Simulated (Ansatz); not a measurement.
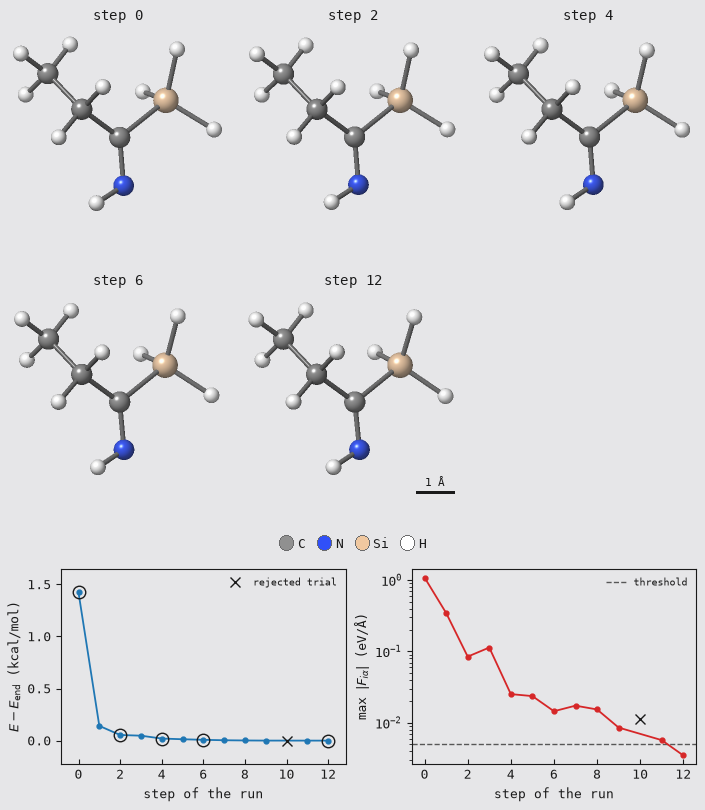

Frames of a relaxation of C3H9NSi, marked on the history of the run. The picture is a ball-and-stick view, seen at a tilt.

The start comes from PBE-D4/def2-SVP.

These are results of RKS PBE0-D4/def2-TZVP in Ansatz, not measurements. (force threshold 0.005 eV/Å; at most 150 steps)

What happens along the run?

After 11 accepted moves (12 points after the start) the energy has fallen by 1.42 kcal/mol. Largest force component: 1.1 eV/Å at the start, 0.0035 eV/Å at the end. The line search rejected the trial step at point 10 of the run. The atom that moves furthest after the best rigid fit is an H atom (0.16 Å). By element the largest moves are H 0.16 Å, N 0.07 Å, C 0.04 Å, Si 0.02 Å. Among the contacts that change: H–Si 1.500 → 1.480 Å, C–Si 1.922 → 1.902 Å, C–H 1.114 → 1.096 Å, H–N 1.043 → 1.026 Å. Cost: 57 s on 4 threads of Arm Neoverse V1, with other jobs on the host. From step 0 to 2: an H atom moves most (0.04 Å), energy −1.37 kcal/mol. From step 2 to 4: H atoms move most (0.03 Å), energy −0.03 kcal/mol. From step 4 to 6: an H atom moves most (0.05 Å), energy −0.01 kcal/mol. From step 6 to 12: H atoms move most (0.06 Å), energy −0.01 kcal/mol.

```tsv
step	E − E(0), kcal/mol	largest force component, eV/Å	note
0	0.00	1.0836	
1	-1.28	0.3461	
2	-1.37	0.0847	
3	-1.38	0.1135	
4	-1.40	0.0252	
5	-1.41	0.0237	
6	-1.41	0.0145	
7	-1.42	0.0174	
8	-1.42	0.0154	
9	-1.42	0.0086	
10	-1.42	0.0111	rejected
11	-1.42	0.0057	
12	-1.42	0.0035
```
